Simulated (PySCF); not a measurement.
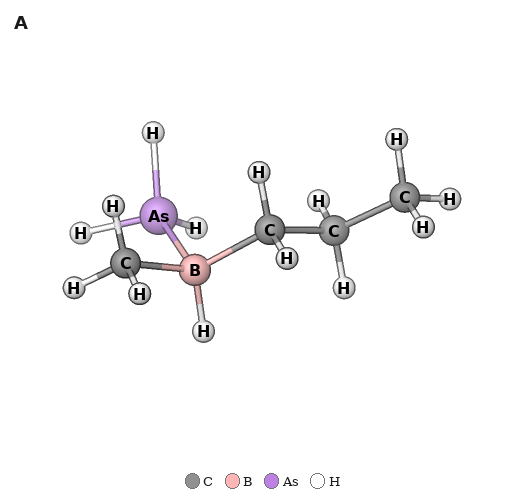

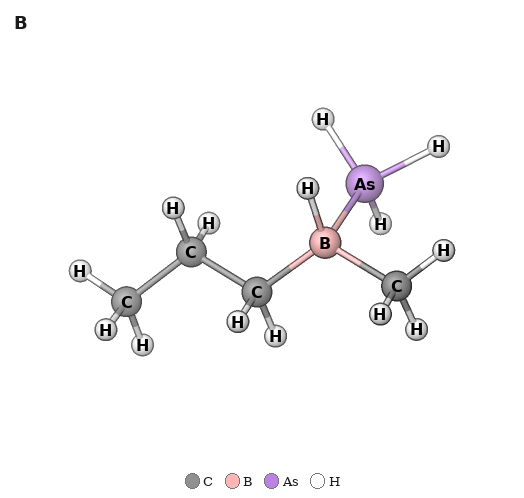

Distant atoms are faded towards the background colour. Computed geometry: PBE0-D3(BJ)/def2-SVP optimisation. No frequency run is at hand to confirm it as a minimum.

Q: How are A and B related: the same structure turned, mirror images, conformers, diastereomers or constitutional isomers?

A: They are the same structure, C4H14AsB (CCC[B@@H-](C)[AsH3+]), seen from two directions: a rotation takes one into the other. The geometry is chiral (C1), so its mirror image would differ.
